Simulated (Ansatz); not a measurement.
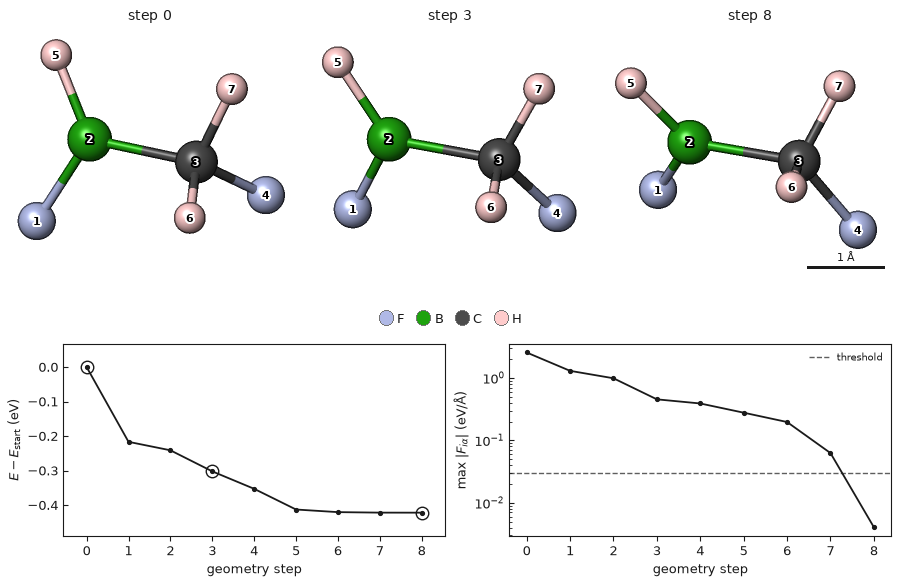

Frames of a relaxation of CH3BF2 (coarse preliminary run), marked on the history of the run. A ball-and-stick model, seen at a tilt.

The start comes from a force field.

The calculation used RKS PBE-D4/def2-SVP in Ansatz 0.2.0.

Input
```yaml
crystal:
  periodic: [false, false, false]
  atoms:
    - {symbol: F, position_ang: [-1.950900, 0.192500, -0.124400]}
    - {symbol: B, position_ang: [-0.611000, 0.536700, -0.376900]}
    - {symbol: C, position_ang: [0.491900, -0.346800, 0.277900]}
    - {symbol: F, position_ang: [0.471900, -1.645400, -0.139400]}
    - {symbol: H, position_ang: [-0.312700, 1.447000, -1.082100]}
    - {symbol: H, position_ang: [0.422300, -0.293200, 1.394400]}
    - {symbol: H, position_ang: [1.549700, 0.041200, 0.004700]}
basis:
  gaussian: {orbitals: def2-SVP}
hamiltonian: {xc: pbe, dispersion: d4}
relax: {f_tol: 0.03, max_steps: 200}
```

Run as
```bash
ansatz run in.yaml --threads 2 --pin off --events-out ev --progress --plain --max-ram 4352MiB
```

Describe the path.

Answer. The energy falls by 0.422 eV in 8 geometry steps. The largest force component goes from 2.5 to 0.0041 eV/Å. H5 moves most after the best rigid fit: 0.73 Å. Largest moves by element: H 0.73 Å, F 0.71 Å, C 0.04 Å, B 0.04 Å. Near-neighbour distances that change, for instance: F1–B2 1.406 → 1.328 Å, C3–H7 1.159 → 1.120 Å, B2–H5 1.190 → 1.221 Å, C3–F4 1.364 → 1.385 Å. Bond angles that change, for instance: F4–C3–H7 105.1° → 110.0°, F1–B2–H5 122.2° → 117.9°, F1–B2–C3 117.4° → 121.2°. Groups turn about B2–C3 by about 60°. The run took 8.5 s on 2 threads of Arm Neoverse V1 (shared host). From step 0 to 3: F1 moves most (0.34 Å), energy −0.302 eV. From step 3 to 8: H5 moves most (0.44 Å), energy −0.120 eV.

```csv
step,"E − E(0), eV","largest force component, eV/Å"
0,0.0000,2.5489
1,-0.2166,1.2963
2,-0.2411,0.9855
3,-0.3022,0.4533
4,-0.3527,0.3891
5,-0.4127,0.2772
6,-0.4202,0.1965
7,-0.4217,0.0626
8,-0.4218,0.0041
```
